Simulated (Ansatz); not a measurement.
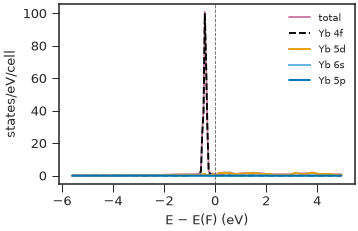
Figure. Total and projected density of states of Yb (fcc (Cu type), space group No. 225), DFT-PBEsol in the program Ansatz with PAW potentials

Task: Which orbitals carry the states next to the Fermi level?

Result: Within 0.5 eV of the Fermi level: Yb 4f 92 %, Yb 5d 7 %. Projections are on Löwdin-orthogonalised atomic valence shells; empty p or d shells of many metals are not among them.

Task: Where is the tallest occupied peak in this window, and what makes it?

Result: Near -0.4 eV, about 100 states/eV per cell; the largest projected share is Yb 4f.

Space group Fm-3m (fcc (Cu type)). The cell was relaxed with PBEsol under the symmetry of its start. The workflow began spin-polarised and lost its moments. The volume lies over 15 % below that of the usual cell of this phase: another minimum, or an error of the functional. The 4f shell is in the valence. No Hubbard U is applied. Spin–orbit coupling is left out wherever it is not named.

Potentials: the earlier of the program's two PAW sets. The files were generated under PBE; for other functionals the program regenerates the frozen cores, and for LDA and PBEsol the local potential too.
